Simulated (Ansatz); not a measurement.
# Errors in the vertical ionisation energy

8 molecules; the vertical ionisation energy in eV, computed less measured. Shapes, held fixed at every level: PBE0-D4/def2-TZVP. No vibrational averaging. Programs: Ansatz 0.2.0. Measured values: NIST CCCBDB.

Levels: A = B3LYP-D4/def2-TZVPP; B = PBE0-D4/def2-TZVPP; C = CCSD(T)/def2-TZVPP.

| molecule | measured | A | B | C |
| --- | --- | --- | --- | --- |
| Cl2 (chlorine) | 11.49 | -0.09 | -0.06 | -0.09 |
| HF (hydrogen fluoride) | 16.12 | +0.13 | -0.09 | -0.11 |
| C2H2 (acetylene) | 11.49 | -0.10 | -0.19 | -0.05 |
| H2CO (SMILES C=O) | 10.88 | 0.00 | -0.13 | -0.05 |
| NH3 (ammonia) | 10.82 | +0.10 | -0.06 | -0.04 |
| CH3Cl (chloromethane) | 11.29 | -0.02 | -0.07 | -0.02 |
| CH4O (SMILES CO) | 10.96 | -0.06 | -0.17 | +0.03 |
| CH4S (methanethiol) | 9.44 | -0.04 | -0.11 | -0.07 |

Q: Sum up the errors.

A: 
```csv
level,kind,mean error,mean absolute error,worst case
B3LYP-D4/def2-TZVPP,global hybrid,-0.010,0.068,HF
PBE0-D4/def2-TZVPP,global hybrid,-0.110,0.110,C2H2
CCSD(T)/def2-TZVPP,coupled cluster or CI,-0.050,0.058,HF
```

On this set CCSD(T)/def2-TZVPP has the smallest mean absolute error and PBE0-D4/def2-TZVPP the largest. PBE0-D4/def2-TZVPP is too low in 8 of 8; CCSD(T)/def2-TZVPP is too low in 7 of 8. The smallest two are near a tie. The largest two are near a tie. The set is small.

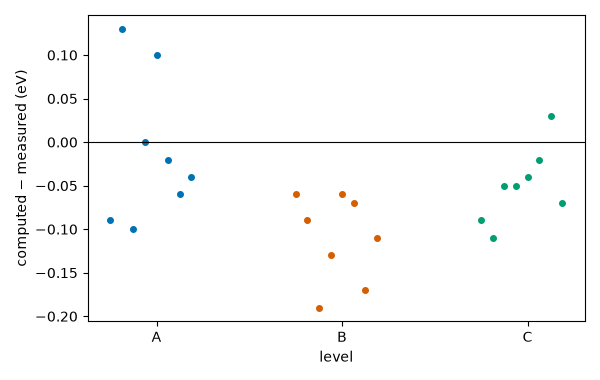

Errors of each level, one point a molecule.
